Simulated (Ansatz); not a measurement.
# Calculations on AlPH5F

Part 1: Relaxation

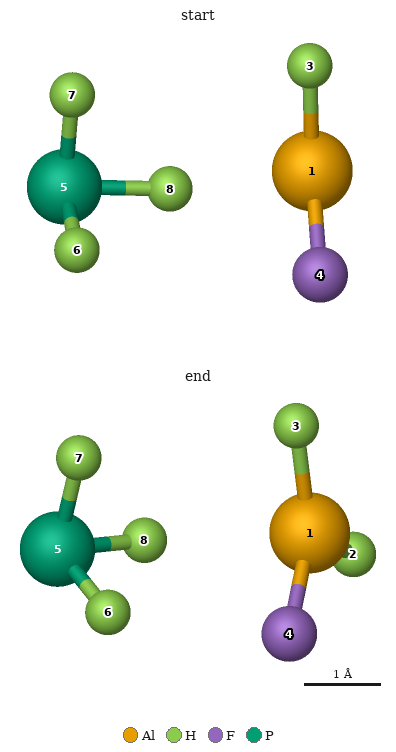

The structure of AlPH$_{5}$F before (top) and after (bottom) a relaxation, at one scale.

The picture is a ball-and-stick view, seen from a free direction.

The run prepares an end point of a later path (reaction) calculation, from a guessed geometry.

Computed with Ansatz 0.2.0, RKS B3LYP/def2-SVP. Settings: no spin polarisation; force threshold 0.03 eV/Å; at most 50 steps.

> What changed between the two?

After 11 accepted moves (12 points after the start) the energy has fallen by 3.73 kcal/mol. Largest force component: 0.46 eV/Å at the start, 0.023 eV/Å at the end. The line search rejected the trial step at point 11 of the run. The forces were under the threshold at step 8, but the run went on from there. The atom that moves furthest after the best rigid fit is H2 (0.56 Å). Largest moves by element: H 0.56 Å, F 0.41 Å, P 0.24 Å, Al 0.06 Å. Near-neighbour distances that change, for instance: Al1–H2 1.564 → 1.577 Å, Al1–F4 1.672 → 1.677 Å, P5–H6 1.435 → 1.430 Å.

Part 2: Relaxation

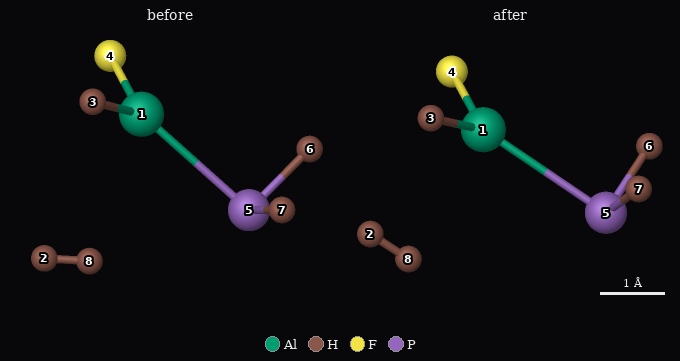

The structure of AlPH₅F before (left) and after (right) a relaxation, at one scale.

Style: ball-and-stick. Shown face on.

The run prepares an end point of a later path (reaction) calculation, from a guessed geometry.

These are results of Ansatz 0.2.0, RKS B3LYP/def2-SVP, not measurements. (no spin polarisation; force threshold 0.03 eV/Å; at most 50 steps)

### Describe what moved and what it gained.

H2 moves most after the best rigid fit: 0.44 Å. By element the largest moves are H 0.44 Å, P 0.30 Å, F 0.25 Å, Al 0.25 Å. Among the contacts that change: Al1–P5 2.293 → 2.338 Å, H2–H8 0.719 → 0.763 Å, Al1–H3 1.569 → 1.578 Å. Among the angles between lasting bonds that change: Al1–P5–H6 96.1° → 92.4°, Al1–P5–H7 96.0° → 92.7°. Over 13 geometry steps the energy falls by 14.1 kJ/mol. The largest force component goes from 1.8 to 0.022 eV/Å. Cost: 36 s on 1 thread of Arm Neoverse V1, with other jobs on the host, peak memory 0.14 GiB.

Limits of the set-up: the start holds two separate molecules, 2.5 Å apart at their closest, whose relative position is a soft coordinate and is computed without a dispersion correction.

Part 3: Path

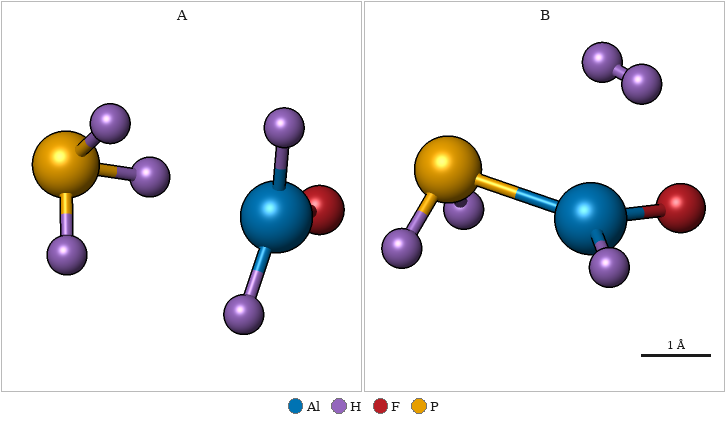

The two relaxed end points of a path for AlPH$_{5}$F, made up at the start of AlH2F and PH₃. The picture is a ball-and-stick view, seen at a tilt.

Computed with Ansatz, RKS B3LYP/def2-SVP.

Set-up: 7 movable images; climbing image; force threshold 0.03 eV/Å; iteration limit 60.

Start:
```xyz
8

Al    0.0261    0.1669    0.0740
H    -0.2856    0.8095    1.4800
H     1.4387    0.0881   -0.6208
F    -1.2948   -0.3027   -0.8472
P     0.1757   -3.1038    1.1742
H    -0.7458   -2.5914    0.2085
H     1.3293   -2.7508    0.4079
H     0.1916   -1.8938    1.9444
```

End:
```xyz
8

Al    0.1248   -0.7244   -0.0865
H    -0.0386    0.6313    1.9502
H     1.3587    0.2263   -0.3374
F    -1.3666   -0.1649   -0.5989
P     0.2089   -2.8892    0.7917
H    -0.6627   -3.3973   -0.2208
H     1.4063   -3.2056    0.0765
H    -0.1956   -0.0542    2.2463
```

> What barrier does the band find between them, and by what path?

The energy climbs by 1.12 eV to image 4 and then falls by 1.23 eV, so the end point sits at −0.11 eV. Breaking: Al1–H2 (1.58 → 1.72 at the top → 2.45 Å), P5–H8 (1.43 → 1.81 at the top → 3.21 Å). Forming: Al1–P5 (3.45 → 2.60 at the top → 2.34 Å), H2–H8 (2.78 → 1.10 at the top → 0.76 Å). The band is converged.

Energies of the converged images:

```json
{"image": "0", "path (Å)": "0.00", "E (eV)": "0.000"}
{"image": "1", "path (Å)": "0.41", "E (eV)": "0.009"}
{"image": "2", "path (Å)": "0.81", "E (eV)": "0.111"}
{"image": "3", "path (Å)": "1.22", "E (eV)": "0.577"}
{"image": "4", "path (Å)": "1.62", "E (eV)": "1.121"}
{"image": "5", "path (Å)": "2.05", "E (eV)": "0.586"}
{"image": "6", "path (Å)": "2.48", "E (eV)": "0.109"}
{"image": "7", "path (Å)": "2.91", "E (eV)": "-0.075"}
{"image": "8", "path (Å)": "3.34", "E (eV)": "-0.106"}
```

The geometry at the top of the path:

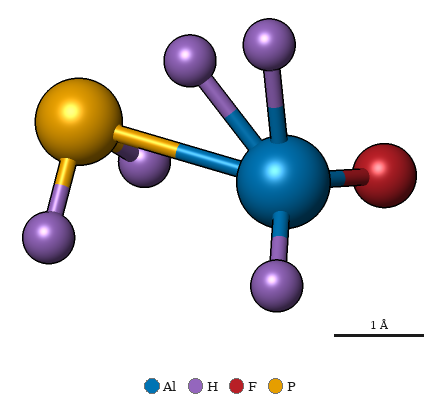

Limits of the set-up: the start holds two separate molecules, 2.6 Å apart at their closest, whose relative position is a soft coordinate and is computed without a dispersion correction.

Cost: 3.7 min on 1 thread of Arm Neoverse V1, on a shared host, peak memory 0.16 GiB.
